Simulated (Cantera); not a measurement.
Charge: 1 mol AlN, a varied amount of H2O, equilibrated at 1275 °C and 0.00975 Torr.

Equilibrium computed with Cantera from the NASA thermochemical tables; the gas is ideal and each condensed phase is pure. Candidate condensed phases: Al, AlN, Al2O3, H2O; 35 gas species. Mutual solubility and eutectic melting of coexisting phases are not modelled. Rates play no part.

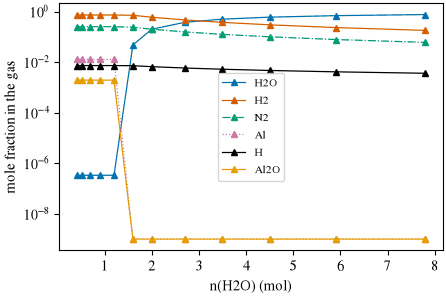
Equilibrium gas composition (values under 1e-9 drawn at 1e-9)

From 0.41 mol H2O to 1.2 mol H2O the condensed part is AlN(s) + Al2O3(s). From 1.6 mol H2O to 7.8 mol H2O the condensed part is Al2O3(s). The main Al-bearing gas is Al at 0.41 mol H2O and AlO2H at 7.8 mol H2O.
